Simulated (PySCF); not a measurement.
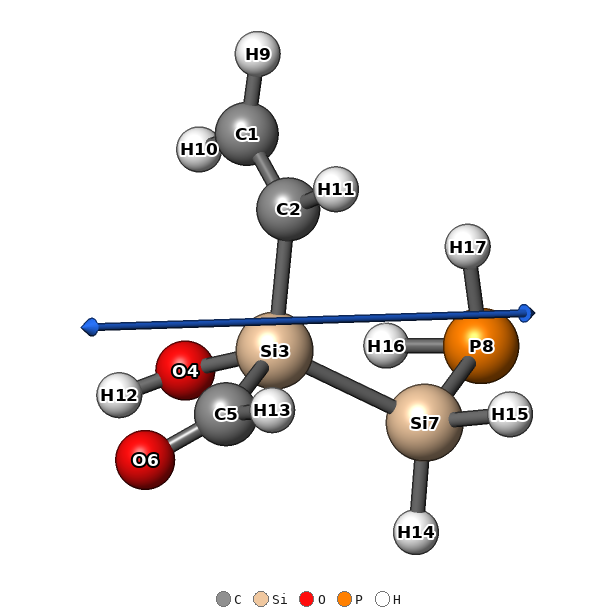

The double arrow shows the direction of the transition dipole to excited singlet state 2 (its length means nothing). The geometry was computed by an optimisation with GFN2-xTB. No frequency run is at hand to confirm it as a minimum. Properties computed with TDDFT B3LYP/def2-SVPD, vertical, gas phase, core orbitals frozen in the response (PySCF 2.14.0).

How is the transition polarised?

Answer. Close to the long direction O6···P8.

Give its energy, strength and character.

Answer. 4.55 eV (272 nm), oscillator strength 0.10, mainly HOMO−1 → LUMO (weight 0.74); transition dipole 2.46 D.

The geometry is semi-empirical. Around P, Si such bond lengths and angles can be off by a tenth of an ångström or more and by several degrees, and values that hang on the shape move with them.
